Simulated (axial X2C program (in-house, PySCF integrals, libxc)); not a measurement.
# Relativistic diatomic calculation for WC⁺

- system: WC⁺, single determinant with M_S = 1/2 and |Λ| = 2.
- method: PBE0, spin-free X2C-1e, W dyall-cv3z, C dyall-v3z (cores contracted) (axial X2C program (in-house, PySCF integrals, libxc))

Key numbers:

- outcome: converged
- bond length rₑ: 1.678 Å
- ωₑ: 1059 cm⁻¹
- energy at the minimum: −16181.18404 hartree
- depth below the fragments: 4.75 eV
- largest ⟨S²⟩ along the curve: 2.70
- hardware: 1 thread of Intel Xeon (Sapphire Rapids), 64 GiB of memory available, shared host
- wall time: 15 s
- peak memory: 0.66 GiB

Notes:

⟨S²⟩ reaches 2.70 where a pure state of this multiplicity has 0.75, so the determinant is spin-contaminated.

Input file:
```
{"zs": [74, 6], "q": 1, "bas": ["dyall-cv3z", "dyall-v3z"], "levels": ["PBE0", "HF", "M06"], "cc": true, "r0": 1.87, "thr": -1.0, "nmax": 90, "npts": 10, "nst": 2, "ntry": 6}
```

The line is the task of a batch: nuclear charges, charge, bases, the levels to run, a first guess of the distance and further settings. This report covers PBE0 without spin-orbit coupling. The log is that of the reference distance 1.683 Å, started from orbitals converged before.

The run was one of a batch that the task file lists, launched with:
```bash
python <driver script> task.json out
```

Output:
```
spin-free X2C-1e  PBE0
basis functions 227  fitting functions 1148  grid points 5074
iter        total energy     max residual
   1     -16181.184019330     4.06e-05
   2     -16181.184019478     4.33e-05
   3     -16181.184019503     5.03e-05
   4     -16181.184019573     6.45e-06
   5     -16181.184019580     3.53e-06
   6     -16181.184019581     1.91e-06
converged
one-electron -22459.50580286  Coulomb 6472.35723515  exact exchange -82.08235680  xc functional -251.55777817  nuclear repulsion 139.60468309
```

The points of the curve:

```tsv
R (Å)	E (hartree)	dipole (D; origin at the first atom, positive when the second is positive)	highest filled (eV)	lowest empty (eV)
1.464	−16181.127139	−2.82	−13.27	−10.19
1.532	−16181.160405	−2.73	−13.39	−10.31
1.582	−16181.174764	−2.61	−13.48	−10.39
1.633	−16181.182139	−2.47	−13.56	−10.46
1.683	−16181.184020	−2.31	−13.55	−10.52
1.742	−16181.180932	−2.11	−13.50	−10.60
1.801	−16181.173771	−1.90	−13.48	−10.67
1.877	−16181.160925	−1.63	−13.47	−10.76
1.969	−16181.142653	−1.37	−13.49	−10.88
2.104	−16181.114905	−1.16	−13.41	−11.04
```

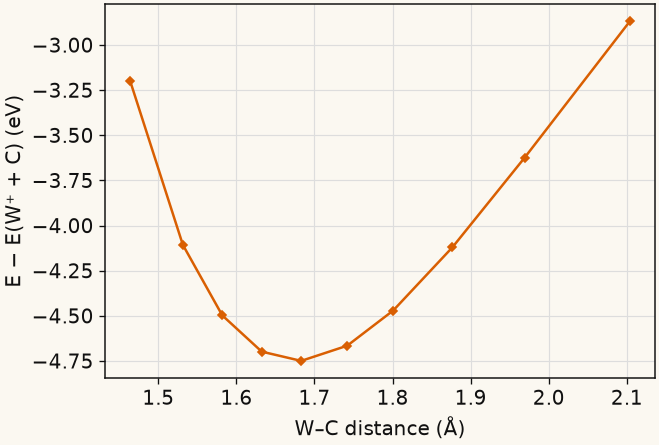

**Figure 1.** Energy at 10 bond lengths, for one set of occupations held fixed; the line joins the points. A polynomial of degree 6 through 9 points gives rₑ = 1.678 Å, ωₑ = 1059 cm⁻¹, ωₑxₑ = 6.6 cm⁻¹ and Bₑ = 0.5316 cm⁻¹. The minimum lies 4.75 eV below W⁺ + C, each computed as one determinant at the same level.

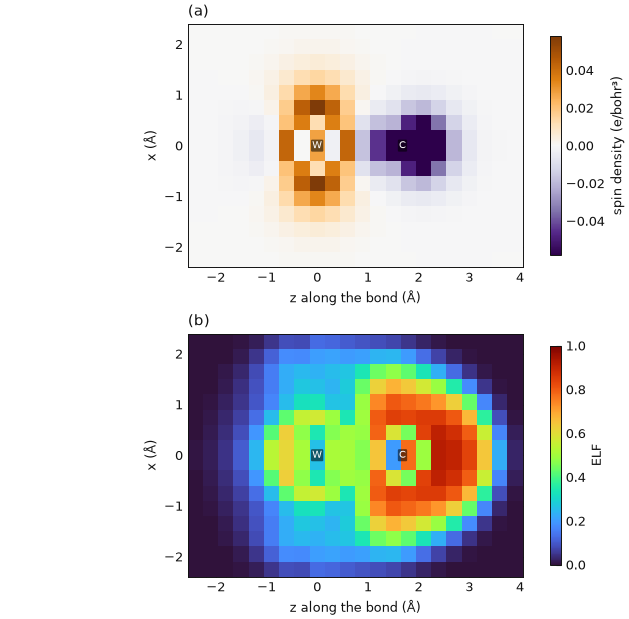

**Figure 2.** (a) spin density; (b) electron localisation function, in a plane that holds the axis, at 1.68 Å, on points 0.3 Å apart (one half computed, the other mirrored); the structure near the nuclei is finer than these points.

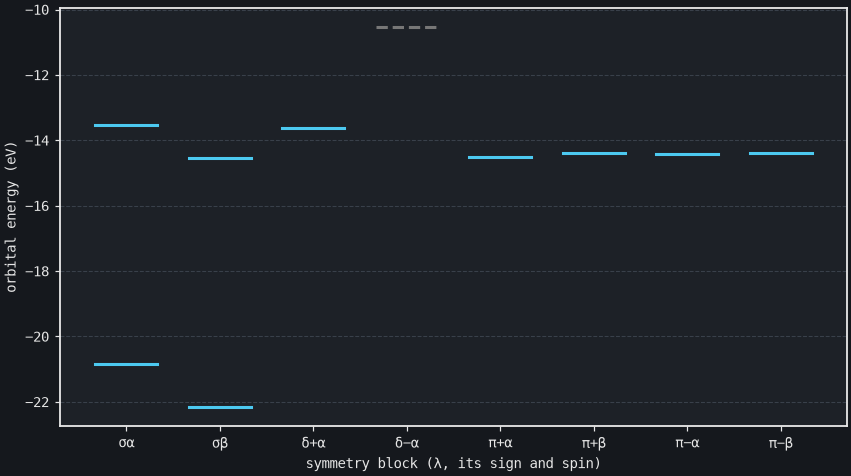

**Figure 3.** Orbital energies near the frontier at 1.68 Å, filled (solid) and empty (dashed); a label such as π−α means λ = −1 and α spin. The highest filled orbital (σα; 48 % W d, 34 % W s) lies at −13.55 eV, the lowest empty one (δ−α; 99 % W d) at −10.52 eV.
